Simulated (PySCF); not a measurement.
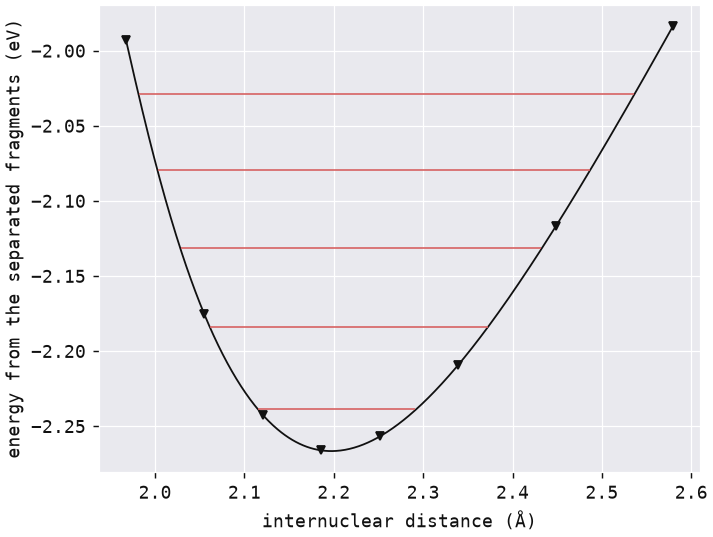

Bond curve of GeB⁺, triplet (excess alpha electrons: σ +1, πx +1). CCSD(T)/def2-TZVPPD in PySCF, UHF. One reference determinant with the occupation held, the lowest that a PBE0 search over spins and occupations found; no spin-orbit coupling. Zero is the separated fragments in their ground configurations, without counterpoise. The fragments are Ge⁺ + B. Horizontal lines: vibrational levels from ωe and ωexe, starting at v = 0.

> What constants does a Dunham fit to the curve give (main isotopes)?

re = 2.197 Å, ωe = 451 cm⁻¹, ωexe = 5.6 cm⁻¹, De = 2.27 eV, Be = 0.364 cm⁻¹.

> How much does zero-point motion take off the well depth?

0.028 eV (224 cm⁻¹): De = 2.27 eV, D0 = 2.24 eV.

> Give the computed points.

| r (Å) | E (eV) |
| --- | --- |
| 1.967 | −1.99 |
| 2.055 | −2.18 |
| 2.120 | −2.24 |
| 2.186 | −2.27 |
| 2.252 | −2.26 |
| 2.339 | −2.21 |
| 2.448 | −2.12 |
| 2.580 | −1.98 |

Caveats: lowest determinant of a PBE0 search, another state may lie lower; no scalar relativity; spin-orbit coupling is left out; it can lower the fragment Ge⁺ more than the molecule, and De with it.
